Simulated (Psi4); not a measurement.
**doublet GaH2ClO+ at 3 levels**

Aim: a comparison of 3 runs (U-revPBE/def2-SVPD, UBLYP/def2-SVPD, UTPSS/def2-SVPD) of doublet GaH2ClO+. 

The results are computed with Psi4 1.11.

5 further runs of the same task are left out: 4 that didn't finish, 1 set aside as unsound or not needed. Runs told in other sessions of the task aren't counted.

### 1 Starting point

GaH2ClO+: 5 atoms, total charge +1, spin state doublet. As SMILES of the parent species, `[OH][GaH][Cl]`. The shape is that of a PBE0-D4/def2-TZVP optimisation. This is one conformer, not always the lowest. That shape belongs to the parent species and isn't relaxed for this state.

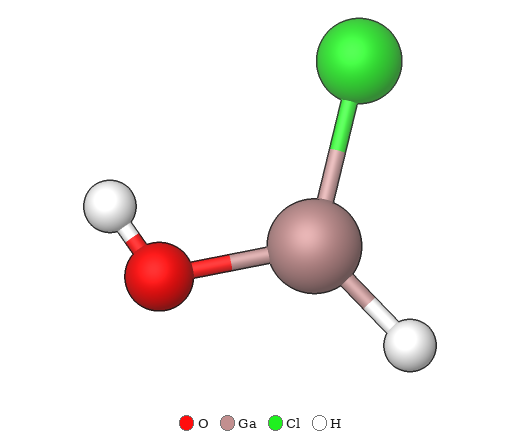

Viewed from a chosen angle; oxygen red, gallium pink, chlorine green, hydrogen white.

### 2 A single-point energy at U-revPBE/def2-SVPD (run 1)

File input.in:

```
memory 2.2 GB

molecule {
  1 2
  O
  Ga 1 1.772163
  Cl 2 2.144934 1 115.03345
  H 1 0.960472 2 113.49163 3 0.02628
  H 2 1.541363 1 122.45633 4 -179.97593
  symmetry c1
}

set {
  basis def2-SVPD
  reference uks
  puream true
  e_convergence 1e-09
  d_convergence 1e-08
  scf_type pk
  dft_radial_points 99
  dft_spherical_points 590
  maxiter 100
}

E, wfn = energy('revpbe', return_wfn=True)
oeprop(wfn, 'WIBERG_LOWDIN_INDICES', 'LOWDIN_CHARGES', 'DIPOLE', title='REVPBE')
print_variables()
```

Command:

```sh
$ psi4 -i input.in -o input.out -n 1
```

input.out:

```text
[...]
  Running in c1 symmetry.
[...]
  Nuclear repulsion =  255.054746025313733
[...]
  Multiplicity = 2
[...]
  Nalpha       = 29
  Nbeta        = 28
[...]
    Number of basis functions: 104
[...]
   @UKS iter   1: -2458.24603964244307   -5.68715e-01   2.66189e-02 DIIS/ADIIS
[...]
   @UKS iter  37: -2460.47462053307254   -1.27329e-11   6.81651e-09 DIIS
[...]
   @S^2 Observed:                7.537098862E-01
[...]
    Orbital Energies [Eh]
    ---------------------
    Alpha Occupied:
       1A   -371.213496     2A   -100.948470     3A    -45.607610
       4A    -40.457247     5A    -40.454434     6A    -40.453277
       7A    -19.065732     8A     -9.467370     9A     -7.291937
      10A     -7.286478    11A     -7.280086    12A     -5.559313
      13A     -3.889861    14A     -3.883599    15A     -3.879932
      16A     -1.175503    17A     -1.044780    18A     -1.018283
      19A     -1.017021    20A     -1.015173    21A     -1.011225
      22A     -0.988079    23A     -0.717796    24A     -0.645679
      25A     -0.591453    26A     -0.567803    27A     -0.558388
      28A     -0.554250    29A     -0.539548
    Alpha Virtual:
[...]
  @UKS Final Energy: -2460.47462053307254
   => Energetics <=
    Nuclear Repulsion Energy =            255.0547460253137331
    One-Electron Energy =               -3916.3426942965452326
    Two-Electron Energy =                1312.8611691050623449
    DFT Exchange-Correlation Energy =    -112.0478413669034978
    Empirical Dispersion Energy =           0.0000000000000000
    VV10 Nonlocal Energy =                  0.0000000000000000
    Total Energy =                      -2460.4746205330725388
  UHF NO Occupations:
  HONO-2 :   27  A 1.9997397
  HONO-1 :   28  A 1.9987987
[...]
 Multipole Moments:
 ------------------------------------------------------------------------------------
     Multipole            Electronic (a.u.)      Nuclear  (a.u.)        Total (a.u.)
 ------------------------------------------------------------------------------------
 L = 1.  Multiply by 2.5417464519 to convert [e a0] to [Debye]
 Dipole X            :          0.0400727           -0.0003481            0.0397246
 Dipole Y            :          0.7928300           -0.9184804           -0.1256505
 Dipole Z            :          1.8680762           -1.9901509           -0.1220747
 Magnitude           :                                                    0.1796338
[...]
```

Wall time 63 s (1 thread of AMD EPYC 7R43 (Zen 3), shared host); peak memory 0.81 GiB.

### 3 Energy and forces at UBLYP/def2-SVPD (run 2)

File clgah2o.xyz:

```xyz
5
ClGaH2O
O     -1.152400     0.516000    -0.496900
Ga     0.470000     0.208100     0.146200
Cl     0.927500    -1.856600     0.504600
H     -1.672300    -0.281800    -0.622300
H      1.477200     1.340600     0.426900
```

File calc.py:

```python
import psi4

psi4.set_memory('2200 MB')
psi4.set_num_threads(1)
psi4.set_output_file('output.dat', False)

with open('clgah2o.xyz') as f:
    atoms = ''.join(f.readlines()[2:])
molecule = psi4.geometry('1 2\n' + atoms + 'symmetry c1')

options = {'basis': 'def2-SVPD', 'reference': 'uks', 'puream': True, 'e_convergence': 1e-09, 'd_convergence': 1e-08, 'scf_type': 'pk', 'dft_radial_points': 99, 'dft_spherical_points': 590, 'maxiter': 100}
psi4.set_options(options)

e_tot, wfn = psi4.gradient("BLYP", molecule=molecule, return_wfn=True)
psi4.oeprop(wfn, "QUADRUPOLE", "MULLIKEN_CHARGES", "MAYER_INDICES", title="BLYP")
print('gradient / Eh bohr^-1')
print(e_tot.np.round(6))
print(f'energy = {wfn.energy():.10f} Eh')
```

Command:

```sh
$ python calc.py
```

output.dat, shortened:

```text
[...]
  Running in c1 symmetry.
[...]
  Nuclear repulsion =  255.054728086578365
[...]
  Multiplicity = 2
[...]
  Nalpha       = 29
  Nbeta        = 28
[...]
    Number of basis functions: 104
[...]
   @UKS iter   1: -2458.54516868419751   -5.80516e-01   2.67342e-02 ADIIS/DIIS
[...]
   @UKS iter  40: -2460.77892891962301   -9.09495e-13   8.54665e-10 DIIS
[...]
   @S^2 Observed:                7.537577887E-01
[...]
  @UKS Final Energy: -2460.77892891962301
   => Energetics <=
    Nuclear Repulsion Energy =            255.0547280865783648
    One-Electron Energy =               -3916.1075496822249988
    Two-Electron Energy =                1312.6126441807534775
    DFT Exchange-Correlation Energy =    -112.3387515047300127
    Empirical Dispersion Energy =           0.0000000000000000
    VV10 Nonlocal Energy =                  0.0000000000000000
    Total Energy =                      -2460.7789289196230129
  UHF NO Occupations:
  HONO-2 :   27  A 1.9996742
  HONO-1 :   28  A 1.9988194
[...]
  -Total Gradient:
     Atom            X                  Y                   Z
    ------   -----------------  -----------------  -----------------
       1        0.013773810620    -0.016671022752     0.007085488241
       2       -0.024883899527    -0.017762647416    -0.011119831045
       3       -0.004082266061     0.021518637000    -0.002720392546
       4        0.020612186301     0.016963752005     0.006905475897
       5       -0.005387625808    -0.004062524979    -0.000137346978
[...]
 Multipole Moments:
 ------------------------------------------------------------------------------------
     Multipole            Electronic (a.u.)      Nuclear  (a.u.)        Total (a.u.)
 ------------------------------------------------------------------------------------
 L = 1.  Multiply by 2.5417464519 to convert [e a0] to [Debye]
 Dipole X            :          1.8825408           -1.9985696           -0.1160289
[...]
  Mulliken Charges: (a.u.)
   Center  Symbol    Alpha    Beta     Spin     Total
       1     O     4.35450  3.94015  0.41435 -0.29465
       2    GA    14.97844 15.01232 -0.03388  1.00924
       3    CL     8.83314  8.28917  0.54398 -0.12231
       4     H     0.38683  0.40585 -0.01902  0.20732
       5     H     0.44709  0.35251  0.09458  0.20040
   Total alpha = 29.00000, Total beta = 28.00000, Total charge =  1.00000
  Mayer Bond Indices:
  Total Bond Index:
[...]
```

On the terminal:

```text
gradient / Eh bohr^-1
[[ 0.013774 -0.016671  0.007085]
 [-0.024884 -0.017763 -0.01112 ]
 [-0.004082  0.021519 -0.00272 ]
 [ 0.020612  0.016964  0.006905]
 [-0.005388 -0.004063 -0.000137]]
energy = -2460.7789289196 Eh
```

Run time: 71 s. Hardware: 1 thread of AMD EPYC 7R43 (Zen 3), shared host; peak memory 0.8 GiB.

### 4 Energy and gradient at UTPSS/def2-SVPD (run 3)

clgah2o.xyz is that of step 3.

File job.py:

```python
import psi4

psi4.set_memory('2200 MB')
psi4.set_num_threads(1)
psi4.core.set_output_file('clgah2o.out', False)

with open('clgah2o.xyz') as f:
    atoms = ''.join(f.readlines()[2:])
m = psi4.geometry('1 2\n' + atoms + 'symmetry c1')

psi4.set_options({
    'reference': 'uks',
    'puream': True,
    'e_convergence': 1e-09,
    'd_convergence': 1e-08,
    'scf_type': 'pk',
    'dft_radial_points': 99,
    'dft_spherical_points': 590,
    'maxiter': 100,
})

e_tot, wfn = psi4.gradient('tpss/def2-SVPD', return_wfn=True)
psi4.oeprop(wfn, 'DIPOLE', 'LOWDIN_CHARGES', 'QUADRUPOLE')
print('gradient / Eh bohr^-1')
print(e_tot.np.round(6))
print(f'energy = {wfn.energy():.10f} Eh')
```

Command:

```sh
$ python job.py
```

clgah2o.out, shortened:

```text
[...]
  Running in c1 symmetry.
[...]
  Nuclear repulsion =  255.054728086578365
[...]
  Multiplicity = 2
[...]
  Nalpha       = 29
  Nbeta        = 28
[...]
    Number of basis functions: 104
[...]
   @UKS iter   1: -2458.55335942470856   -6.10923e-01   2.64891e-02 DIIS/ADIIS
[...]
   @UKS iter  42: -2460.74616050706754   -1.13687e-11   9.93399e-09 DIIS
[...]
   @S^2 Observed:                7.551868051E-01
[...]
  @UKS Final Energy: -2460.74616050706754
   => Energetics <=
    Nuclear Repulsion Energy =            255.0547280865783648
    One-Electron Energy =               -3916.2122666103186930
    Two-Electron Energy =                1312.7313883239446568
    DFT Exchange-Correlation Energy =    -112.3200103072720850
    Empirical Dispersion Energy =           0.0000000000000000
    VV10 Nonlocal Energy =                  0.0000000000000000
    Total Energy =                      -2460.7461605070675432
  UHF NO Occupations:
  HONO-2 :   27  A 1.9996247
  HONO-1 :   28  A 1.9982291
[...]
  -Total Gradient:
     Atom            X                  Y                   Z
    ------   -----------------  -----------------  -----------------
       1        0.011766294754    -0.014327080741     0.005301962954
       2       -0.027916045060    -0.015152931987    -0.005817906452
       3       -0.001583604940     0.015435676467    -0.002787173533
       4        0.019811768324     0.015734683435     0.005524232334
       5       -0.002060346130    -0.001733335223    -0.002212980096
[...]
 Multipole Moments:
 ------------------------------------------------------------------------------------
     Multipole            Electronic (a.u.)      Nuclear  (a.u.)        Total (a.u.)
 ------------------------------------------------------------------------------------
 L = 1.  Multiply by 2.5417464519 to convert [e a0] to [Debye]
 Dipole X            :          1.8141712           -1.9985696           -0.1843985
 Dipole Y            :          0.4508359           -0.5554586           -0.1046228
 Dipole Z            :          0.6009439           -0.7081602           -0.1072164
 Magnitude           :                                                    0.2375796
 L = 2.  Multiply by 1.3450342976 to convert [e a0^2] to [Debye ang]
 Quadrupole XX       :       -124.4640126          105.5125312          -18.9514814
 Quadrupole XY       :         77.3157208          -76.2582836            1.0574372
[...]
```

On the terminal:

```text
gradient / Eh bohr^-1
[[ 0.011766 -0.014327  0.005302]
 [-0.027916 -0.015153 -0.005818]
 [-0.001584  0.015436 -0.002787]
 [ 0.019812  0.015735  0.005524]
 [-0.00206  -0.001733 -0.002213]]
energy = -2460.7461605071 Eh
```

Run time: 3.9 min. Hardware: 1 thread of AMD EPYC 7R43 (Zen 3), shared host; peak memory 1 GiB.

### 5 All runs side by side

```csv
run,level,task,energy (Eh),HOMO energy (eV),LUMO energy (eV),⟨S²⟩,wall time
1,U-revPBE/def2-SVPD,energy,-2460.474621,-14.29,-14.20,0.754,63 s
2,UBLYP/def2-SVPD,gradient,-2460.778929,-14.20,-14.12,0.754,71 s
3,UTPSS/def2-SVPD,gradient,-2460.746161,-14.45,-14.25,0.755,3.9 min
```

### 6 Summary of results

```
                                 quantity           value
                      run 3: total energy  -2460.74616 Eh
run 3: HOMO energy (highest over α and β)       -14.45 eV
 run 3: LUMO energy (lowest over α and β)       -14.25 eV
                              run 3: ⟨S²⟩           0.755
          run 3: largest force on an atom      1.661 eV/Å
```

What this shows: Totals of different functionals can't be ranked against each other. All runs together took 6.1 min, the longest 3.9 min.
